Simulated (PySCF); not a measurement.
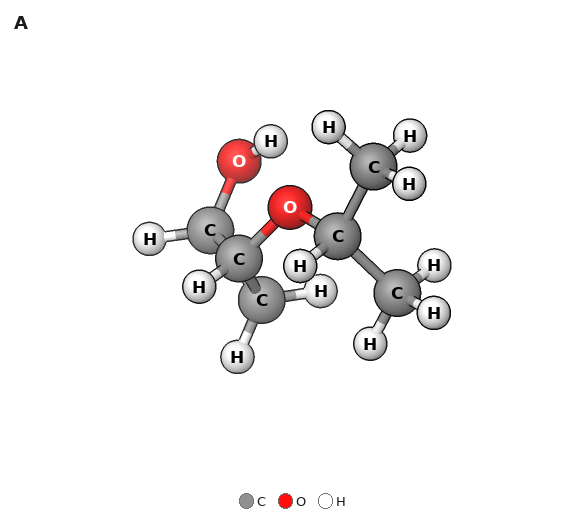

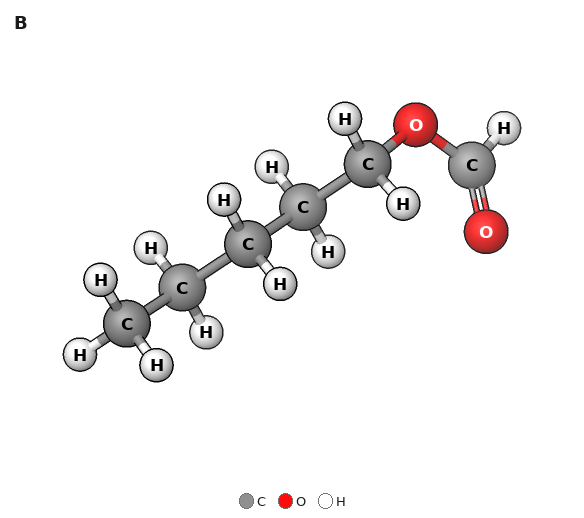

2 stationary structures of one formula. Geometries: PBE0-D3(BJ)/def2-SVP. Electronic energies: PBE0-D3(BJ)/def2-SVP (PySCF 2.14.0), without zero-point energy. No frequency run is at hand to confirm each as a minimum. Each is one conformer, not always the lowest.

### How are they related?

They are constitutional isomers of C6H12O2: A `CC(C)O[C@@H]1C[C@@H]1O`, B `CCCCCOC=O`.

### Which structure is the most stable?

B is lowest; A lies 145.4 kJ/mol above it.
